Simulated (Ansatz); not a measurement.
System: CBFSi (SMILES FB=C=[Si]) (triplet).

```yaml
atoms:
  - { symbol: C, position_ang: [-0.7388, 2.6609, 1.0073] }
  - { symbol: B, position_ang: [0.4569, 1.9686, 0.5143] }
  - { symbol: F, position_ang: [1.6763, 1.7650, 0.9440] }
  - { symbol: Si, position_ang: [-2.3000, 3.3841, 1.3125] }
```

Geometry: r2SCAN-D4/def2-SVP.

Computed with isolated molecule in a Gaussian basis; Kohn-Sham density functional theory, functional PBE0 (Ansatz 0.2.0).

> What can the converged electron density, electron localisation function and spin density tell about the bonding?

B–F (1.31 Å): ρ is about 2.3 e/Å³ halfway; the ELF peaks at about 0.85 between the atoms, as expected for a polar covalent bond.
C–B (1.47 Å): the density is about 1.6 e/Å³ at the midpoint; the ELF peaks at about 0.95 between the atoms; localised, covalent bonding.
C–Si (1.75 Å): the density is about 1.1 e/Å³ at the midpoint; the ELF peaks at about 0.90 between the atoms: a covalent bond.
The unpaired spin (2 electrons) lies mostly on B2 (about 0.7), C1 (about 0.6), Si4 (about 0.6) and F3 (about 0.1), in electrons by Hirshfeld's partition.

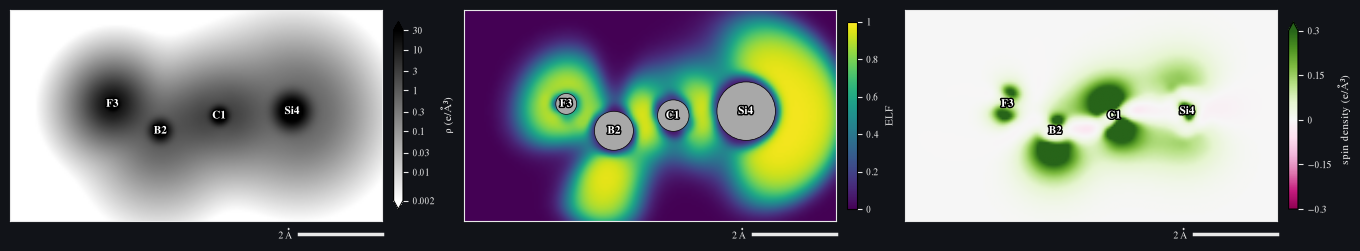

Computed electron density, electron localisation function and spin density on the molecular plane, in this order. Grey discs cover the atomic cores in the ELF map. 
